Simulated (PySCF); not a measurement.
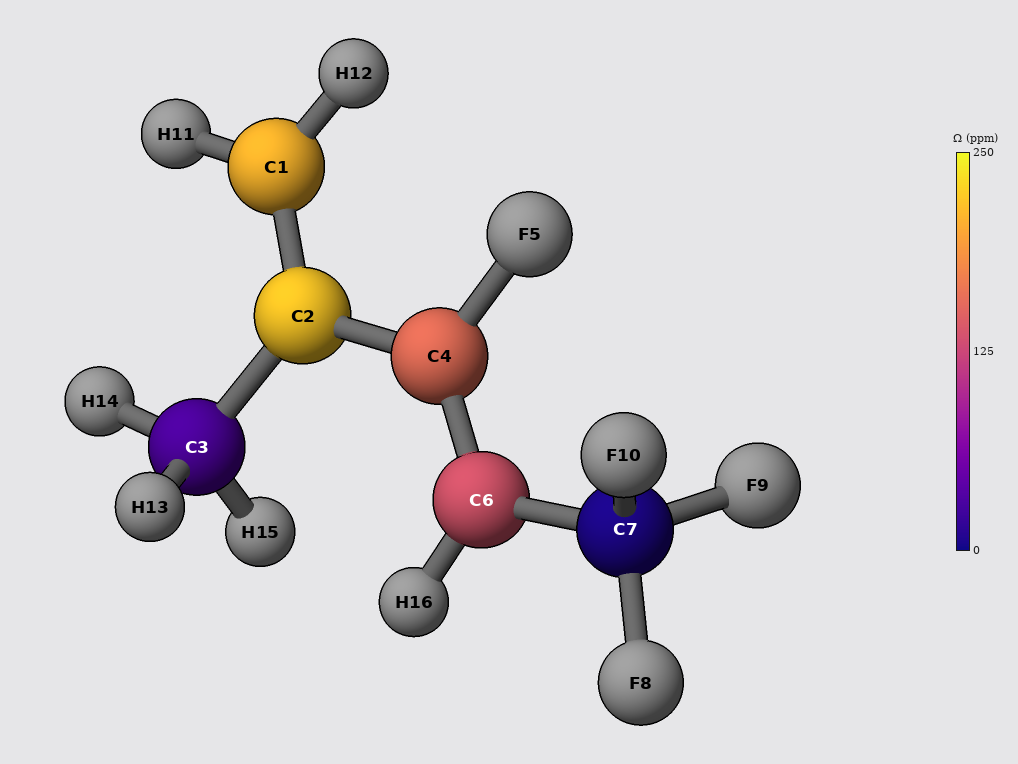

The C atoms are coloured by the span of their shielding tensor. The computed structure is the end point of a GFN2-xTB optimisation. No frequency run is at hand to confirm it as a minimum. Properties computed with GIAO PBE0/pcSseg-1 NMR shielding, non-relativistic, gas phase (PySCF 2.14.0). Principal shieldings σ11 ≤ σ22 ≤ σ33, span Ω = σ33 − σ11, skew κ = 3(σiso − σ22)/Ω.

Give the shielding tensors of the C atoms.

```
atom    σ11    σ22    σ33   σiso      Ω      κ
  C1  −49.6   60.2  162.3   57.6  211.9  −0.04
  C2  −69.2   52.0  152.9   45.2  222.2  −0.09
  C3  153.1  159.7  186.5  166.4   33.4   0.60
  C4  −82.8   41.7   77.1   12.0  159.8  −0.56
  C6    1.6  102.5  139.3   81.2  137.8  −0.47
  C7   50.7   56.3   56.7   54.6    5.9  −0.86
```

Shieldings and span in ppm.
